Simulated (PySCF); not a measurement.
## C3H7Cl: a changed input and its effect

System: C3H7Cl (1-chloropropane), SMILES CCCCl.
Method of run 1: GIAO PBE0/pcSseg-1 NMR shielding, non-relativistic, gas phase (PySCF 2.14.0).

The geometry comes from this level: GFN2-xTB. Text and figures count atoms from 1; the logs count them from 0 in places.

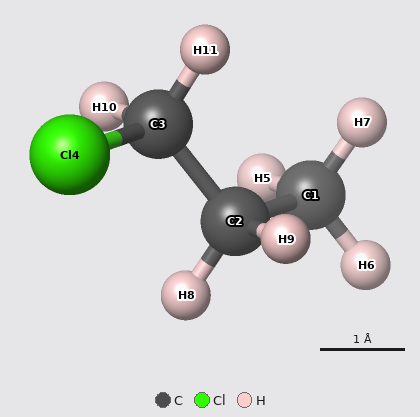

Figure 1. The input geometry (ball-and-stick view, seen at a tilt; atoms are numbered from 1 in the order of the input).

Input, run 1:
```
{"job": {"kind": "nmr", "xc": "PBE0", "basis": "pcSseg-1"}, "charge": 0, "multiplicity": 1}
C     -1.273753    -0.033571     0.407028
C     -0.017501    -0.505820    -0.316475
C      1.128743     0.465243    -0.089638
Cl     2.600744    -0.085586    -0.935833
H     -1.094777     0.039671     1.477272
H     -2.087394    -0.734715     0.241688
H     -1.581526     0.943408     0.041558
H      0.269282    -1.494129     0.047122
H     -0.214855    -0.586547    -1.386780
H      1.382886     0.538955     0.967989
H      0.893575     1.455762    -0.479896
```

The first line tells a small driver script what to run in PySCF; the rest is the geometry in Å.

Launched with:
```bash
OMP_NUM_THREADS=1 python <driver script> task.json out
```

Hardware: 1 CPU thread, shared host.

Output (run 1):
```
coarse grid: 9224 points
cycle   1  E = -578.3538769306  dE =  1.846e-01  |g| = 3.010e-01  |ddm| = 2.699e+00
cycle   2  E = -578.3552494844  dE = -1.373e-03  |g| = 3.108e-01  |ddm| = 5.735e-01
cycle   3  E = -578.3790227173  dE = -2.377e-02  |g| = 2.999e-02  |ddm| = 2.637e-01
cycle   4  E = -578.3792066063  dE = -1.839e-04  |g| = 1.335e-02  |ddm| = 3.908e-02
cycle   5  E = -578.3792450112  dE = -3.840e-05  |g| = 2.682e-03  |ddm| = 1.196e-02
cycle   6  E = -578.3792464227  dE = -1.411e-06  |g| = 1.439e-03  |ddm| = 4.013e-03
final grid: 82976 points
cycle   7  E = -578.4025675646  dE = -2.284e-05  |g| = 8.435e-03  |ddm| = 1.824e-02
cycle   8  E = -578.4025575229  dE =  1.004e-05  |g| = 1.039e-02  |ddm| = 1.470e-02
cycle   9  E = -578.4025852377  dE = -2.771e-05  |g| = 9.008e-04  |ddm| = 8.878e-03
cycle  10  E = -578.4025853936  dE = -1.559e-07  |g| = 1.897e-04  |ddm| = 1.084e-03
cycle  11  E = -578.4025854019  dE = -8.339e-09  |g| = 4.506e-05  |ddm| = 1.625e-04
cycle  12  E = -578.4025854024  dE = -4.669e-10  |g| = 9.459e-06  |ddm| = 4.625e-05
converged SCF energy = -578.4025854024

GIAO shielding tensors (ppm)
atom      isotropic    diamagn.    paramagn.     s11        s22        s33       span
  0 C      172.695     247.290     -74.595    163.305    166.272    188.508     25.203
  1 C      154.773     247.224     -92.450    135.765    154.685    173.869     38.104
  2 C      135.074     246.082    -111.007    103.292    133.454    168.478     65.186
  3 Cl     853.993    1145.455    -291.462    676.918    796.155   1088.907    411.989
  4 H       30.899      30.053       0.847     26.631     29.045     37.022     10.391
  5 H       30.426      29.028       1.398     25.879     27.655     37.744     11.864
  6 H       30.896      30.047       0.849     26.627     29.035     37.026     10.399
  7 H       29.978      30.387      -0.409     25.268     30.320     34.346      9.078
  8 H       29.980      30.387      -0.407     25.276     30.320     34.345      9.069
  9 H       28.337      29.453      -1.116     22.456     28.924     33.630     11.174
 10 H       28.335      29.449      -1.114     22.453     28.922     33.630     11.177
```

For run 2 the input was changed thus:
```diff
-"basis": "pcSseg-1"
+"basis": "STO-3G"
+"pop": false
+"scf": {"damp": 0.3}
```

What does this change do to the results?

The total energy of run 2 is 3983.2 kcal/mol higher, which measures the change of basis and not a stability. The HOMO goes from −8.31 to −6.45 eV. The LUMO goes from 0.86 to 4.67 eV. The dipole moment goes from 2.26 to 2.37 D. Of all shieldings, the largest change is that of Cl4, by +150.2 ppm. The SCF takes 7 iterations against 12. The basis functions go from 110 to 31.

Output (run 2):
```
final grid: 82976 points
cycle   1  E = -572.0308743706  dE = -1.124e-01  |g| = 2.239e-01  |ddm| = 3.808e+00
cycle   2  E = -572.0413557136  dE = -1.048e-02  |g| = 2.011e-01  |ddm| = 7.502e-01
cycle   3  E = -572.0548170334  dE = -1.346e-02  |g| = 1.975e-02  |ddm| = 3.082e-01
cycle   4  E = -572.0549442945  dE = -1.273e-04  |g| = 3.816e-03  |ddm| = 3.256e-02
cycle   5  E = -572.0549483283  dE = -4.034e-06  |g| = 1.159e-03  |ddm| = 6.668e-03
cycle   6  E = -572.0549488104  dE = -4.821e-07  |g| = 4.543e-05  |ddm| = 1.872e-03
cycle   7  E = -572.0549488111  dE = -6.997e-10  |g| = 1.666e-05  |ddm| = 8.997e-05
converged SCF energy = -572.0549488111

GIAO shielding tensors (ppm)
atom      isotropic    diamagn.    paramagn.     s11        s22        s33       span
  0 C      217.143     244.230     -27.087    210.167    210.290    230.970     20.803
  1 C      208.139     243.338     -35.199    194.397    207.813    222.208     27.811
  2 C      188.901     245.251     -56.350    159.943    186.496    220.263     60.320
  3 Cl    1004.155    1126.404    -122.249    934.372    966.705   1111.388    177.016
  4 H       32.324      30.875       1.449     27.012     30.056     39.904     12.892
  5 H       31.960      29.800       2.160     26.585     28.450     40.844     14.259
  6 H       32.322      30.869       1.453     27.012     30.045     39.910     12.898
  7 H       31.576      30.747       0.829     25.258     30.964     38.507     13.249
  8 H       31.578      30.746       0.832     25.263     30.964     38.508     13.244
  9 H       30.631      30.436       0.194     24.078     30.420     37.394     13.316
 10 H       30.628      30.431       0.198     24.077     30.418     37.391     13.314
```

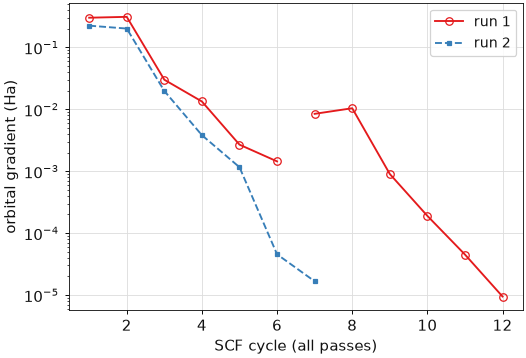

Figure 2. Convergence of the two runs: orbital gradient against the SCF cycle. A break in a curve parts two SCF passes (coarse and final grid). Run 1 takes 12 cycles in all, and run 2 takes 7.

The two runs side by side:

| quantity | run 1 | run 2 |
| --- | --- | --- |
| outcome | converged | converged |
| total energy (hartree) | −578.402585 | −572.054949 |
| HOMO (eV) | −8.31 | −6.45 |
| LUMO (eV) | 0.86 | 4.67 |
| dipole moment (D) | 2.26 | 2.37 |
| shielding of C1 (ppm) | 172.7 | 217.1 |
| shielding of C2 (ppm) | 154.8 | 208.1 |
| shielding of C3 (ppm) | 135.1 | 188.9 |
| shielding of Cl4 (ppm) | 854.0 | 1004.2 |
| shielding of H8 (ppm) | 30.0 | 31.6 |
| shielding of H10 (ppm) | 28.3 | 30.6 |
| shielding of H11 (ppm) | 28.3 | 30.6 |
| SCF iterations | 12 | 7 |
| basis functions | 110 | 31 |
| wall time (shared host) | 21 s | 4.9 s |
